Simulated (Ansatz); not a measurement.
# Ca2Ir: relaxing a made-up structure, part 2 of 2

This structure for Ca2Ir is made up. Its elements were placed in a known structure type with a cell scaled to their sizes. What cell does the guess relax to, and how far off was it?

Ansatz 0.2.0; DFT, PBE, plane-wave PAW, files of the set soft_1, scalar-relativistic, no spin, cell and ions relaxed at zero pressure; PAW set soft_1 (the session's first sound run).

So far: Set-up; Relaxing cell and atoms. The relaxed cell has a = 4.913, c = 3.133 Å (conventional setting).

### 3. Electronic structure of the relaxed cell

A second self-consistent run takes a narrower smearing and the mesh shown in its input; the bands follow along the standard path of the relaxed lattice.

This step: DFT, PBE, plane-wave PAW, files of the set soft_1, scalar-relativistic, no spin, bands and density of states at the relaxed cell; PAW set soft_1 (Ansatz 0.2.0).

Input file input.yaml:

```yaml
crystal:
  lattice:
    - [4.9128091885, 0.0, 0.0]
    - [-2.4564045943, 4.2546175612, 0.0]
    - [0.0, 0.0, 3.1326047505]
  atoms:
    - { symbol: Ir, position: [0.0, 0.0, 0.0] }
    - { symbol: Ca, position: [0.6666666667, 0.3333333333, 0.5] }
    - { symbol: Ca, position: [0.3333333333, 0.6666666667, 0.5] }
kpoints:
  mp_grid: { grid: [8, 8, 10] }
  band_path:
    path:
      - [[0.0, 0.0, 0.0], [0.5, 0.0, 0.0], [0.33333333, 0.33333333, 0.0], [0.0, 0.0, 0.0], [0.0, 0.0, 0.5], [0.5, 0.0, 0.5], [0.33333333, 0.33333333, 0.5], [0.0, 0.0, 0.5]]
      - [[0.5, 0.0, 0.5], [0.5, 0.0, 0.0]]
      - [[0.33333333, 0.33333333, 0.0], [0.33333333, 0.33333333, 0.5]]
    npoints: 8
scf:
  occupations: { method: fermi_dirac, width: 0.03 }
  n_extra_bands: 7
hamiltonian:
  xc: pbe
  pseudopotentials: { kind: paw, azcp: { folder: soft_1 } }
output:
  forces: true
  stress: true
  write_bands: true
  dos: { projected: true }
  write_density: true
  write_potential: true
  elf: true
  volumetric_format: npy
```

Run with:

```bash
$ ansatz run input.yaml --threads 4 --pin off --max-ram 8192MiB --backend cpu --events-out ev --progress --plain --runs-dir out
```

Numbers of over 12 decimals in the logs are rounded to 6 here.

What it wrote:

```text
[...]
Crystal: 3 atoms, lattice volume = 65.478 Å³
Basis set: ecut = 420 eV, 1301 PW (Γ), exchange–correlation on 72×72×48 points (8 copies of the dense FFT grid, shifted against one another)
Bands: 26, of which v1, the nominal top of the filled ones, is band 19 counted from 1 (18 counted from 0)
Symmetry: 24 space group operations
[...]
k-points: 60 of 640
[...]
SCF iter   1: F=—  HF=-15578.137451 eV  |F-HF|=—  |Δ(HF+E_count)|=         —  Δρ=2.42e-1  dr2=1.02e2  ethr=3.10e-3  ⟨swp⟩=7.8  Hψ=8396  notcnv=0
[...]
SCF iter  10: F=-15570.165978 eV  HF=-15570.165978 eV  |F-HF|=9.00e-10  |Δ(HF+E_count)|=   1.58e-8  Δρ=1.10e-6  dr2=1.05e-9  ethr=2.70e-10  ⟨swp⟩=6.9  Hψ=7198  notcnv=0
SCF 1 converged in 10 iterations: F = -15570.165978 eV  dr2 = 1.05e-9
[...]
NSCF: frozen V_eff on 75 k-points
SCF converged after 10 iterations
Free energy (F): -15570.165978 eV
[...]
Internal energy: -15570.159354 eV  (E = F + TS)
E sigma→0 (E₀):  -15570.162666 eV
Entropy (-TS):   -0.006624 eV (-2.208 meV/atom)
Fermi energy:    12.121845 eV
[...]
--- Stress (GPa, compression-positive) ---
       -0.218324      -0.000000       0.000000
        0.000000      -0.218324       0.000000
        0.000000       0.000000       0.216033
  P = ⅓ Tr σ = -0.0735 GPa (-0.735 kbar)
--- Band table (eV; the first three rows and the last of 60) ---
  k-point 0: bands = [... 15 lower, 10.3655, 11.7180, 11.7180, 12.6910, 12.6910, 13.7277, 14.1190, 15.0833, ... 3 higher]
  k-point 1: bands = [... 15 lower, 10.3230, 11.2981, 11.2981, 13.1238, 13.1238, 13.8809, 14.4243, 15.0706, ... 3 higher]
  k-point 2: bands = [... 15 lower, 10.2043, 10.6799, 10.6799, 13.7694, 13.7694, 14.2414, 15.0054, 15.0054, ... 3 higher]
  k-point 59: bands = [... 15 lower, 10.8153, 10.8782, 12.0919, 12.2358, 12.2648, 13.6835, 14.5606, 14.9045, ... 3 higher]
```

The job ended after 3.5 s (4 threads of Intel Xeon Platinum 8259CL at 2.50GHz (Skylake/Cascade Lake), shared host; peak memory 0.45 GiB).

In the SCF lines HF is the Harris–Foulkes energy and dr2 the Hartree energy of the density residual, in eV; the loop may stop once dr2 is under the threshold and the program's other checks hold. Hψ counts applications of the Hamiltonian.

This step gave:

```
free energy             : -15570.1660 eV
energy at zero smearing : -15570.1627 eV
smearing term TS        : 0.006624 eV
pressure                : -0.07354 GPa
```

bands.tsv at the labelled points (eV, zero at the Fermi level; the bands that come nearest the Fermi level along the path):

| point | band 15 | band 16 | band 17 | band 18 | band 19 | band 20 | band 21 | band 22 |
| --- | --- | --- | --- | --- | --- | --- | --- | --- |
| Γ | -1.76 | -1.76 | -0.40 | -0.40 | 0.57 | 0.57 | 1.61 | 2.00 |
| M | -2.28 | -1.76 | -1.52 | -0.51 | -0.38 | 1.17 | 1.81 | 2.04 |
| K | -2.55 | -1.80 | -0.44 | -0.44 | -0.44 | -0.44 | 1.71 | 2.15 |
| Γ | -1.76 | -1.76 | -0.40 | -0.40 | 0.57 | 0.57 | 1.61 | 2.00 |
| A | -2.40 | -2.27 | -2.27 | -1.11 | 2.02 | 2.51 | 2.51 | 2.62 |
| L | -2.20 | -1.28 | -1.26 | -0.42 | 0.31 | 0.34 | 1.71 | 2.46 |
| H | -2.31 | -1.26 | -1.26 | 0.05 | 0.05 | 0.11 | 1.53 | 2.58 |
| A | -2.40 | -2.27 | -2.27 | -1.11 | 2.02 | 2.51 | 2.51 | 2.62 |
| L | -2.20 | -1.28 | -1.26 | -0.42 | 0.31 | 0.34 | 1.71 | 2.46 |
| M | -2.28 | -1.76 | -1.52 | -0.51 | -0.38 | 1.17 | 1.81 | 2.04 |
| K | -2.55 | -1.80 | -0.44 | -0.44 | -0.44 | -0.44 | 1.71 | 2.15 |
| H | -2.31 | -1.26 | -1.26 | 0.05 | 0.05 | 0.11 | 1.53 | 2.58 |

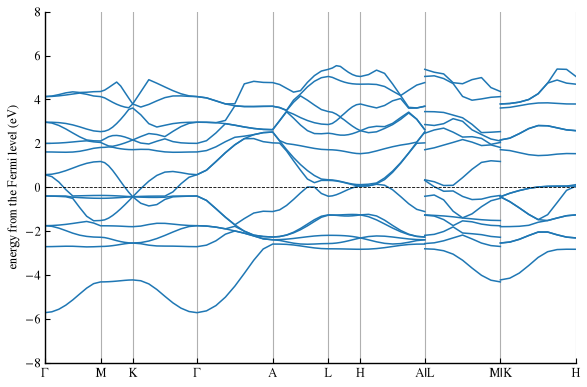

Bands along the path. 12 bands lie wholly below the window drawn.

States per cell as run, both spins, in windows of 1 eV, from dos.tsv (zero at the Fermi level):

| from | to | total |
| --- | --- | --- |
| -8 | -7 | 0.00 |
| -7 | -6 | 0.00 |
| -6 | -5 | 0.12 |
| -5 | -4 | 0.65 |
| -4 | -3 | 0.72 |
| -3 | -2 | 4.13 |
| -2 | -1 | 4.95 |
| -1 | 0 | 2.44 |
| 0 | 1 | 2.32 |
| 1 | 2 | 2.01 |
| 2 | 3 | 4.86 |

A further 24.0 states lie below the table's range.

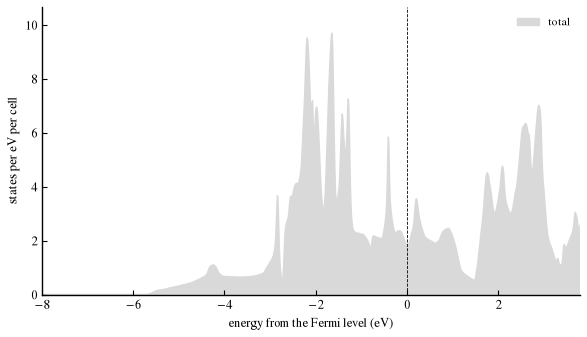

Total density of states, smoothed over about 0.04 eV.

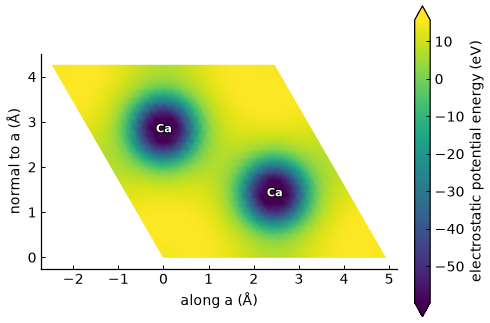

Electrostatic potential energy in the ab plane at fractional z = 0.500, with atoms of Ca within 0.2 Å of it. With pseudopotentials it is smooth inside the atoms' cores, unlike the true potential.

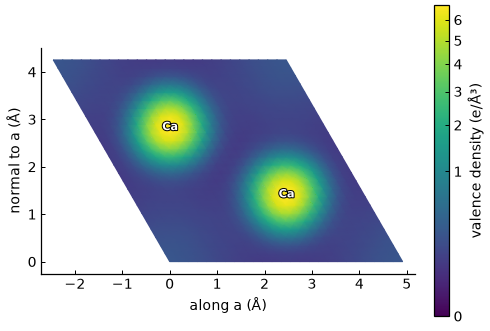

Valence density in the ab plane at fractional z = 0.500, with atoms of Ca within 0.2 Å of it. It is the smooth field of the valence electrons, not physical close to the nuclei. The colour scale is stretched toward low values.

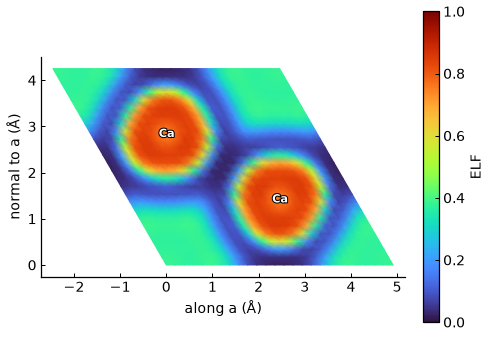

ELF in the ab plane at fractional z = 0.500, with atoms of Ca within 0.2 Å of it. It is the smooth field of the valence electrons, not physical close to the nuclei.

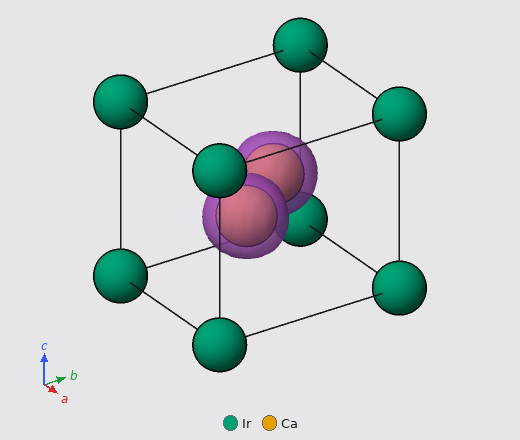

Surface of ELF = 0.78.

### 4. Summary of results

| Quantity | Value |
| --- | --- |
| space group, relaxed | P6/mmm |
| conventional cell | a = 4.913, b = 4.913, c = 3.133 Å; α = 90.0°, β = 90.0°, γ = 120.0° |
| volume per atom | 21.83 Å³ (guess 26.93) |

Ca2Ir relaxes to P6/mmm with a = 4.913, b = 4.913 and c = 3.133 Å. The guessed volume was 23 % too large. The space group P6/mmm was held in the relaxation, so the end point is a stationary structure within it and may be a saddle against distortions or other arrangements. Bands cross the Fermi level, so it is a metal or semimetal at this level. The electron count is odd, which forces that without spin polarisation or a larger cell. On the 8×8×10 mesh with the narrower smearing (relaxed on 6×6×8) the forces vanish, as symmetry may demand, and the largest stress component is 0.218 GPa, against the relaxation's thresholds of 0.015 eV/Å and 0.05 GPa. The cutoff wasn't tested. Spin-orbit coupling is left out, which can matter for elements this heavy. No dispersion term is used, so weakly bound directions may come out too long. The runs have no spin, and magnetism wasn't tested. Nothing here tests whether the compound is stable against decomposition.

[Logs are printed without paths, hosts, clocks, repeated set-up lines and the standing remarks that a program may print on its own settings, such as how far it seeks lower states.]

[Hosts, paths, dates, database ids (printed as entryN), source tags and the programs' standing remarks are cut or masked in the printed files.]
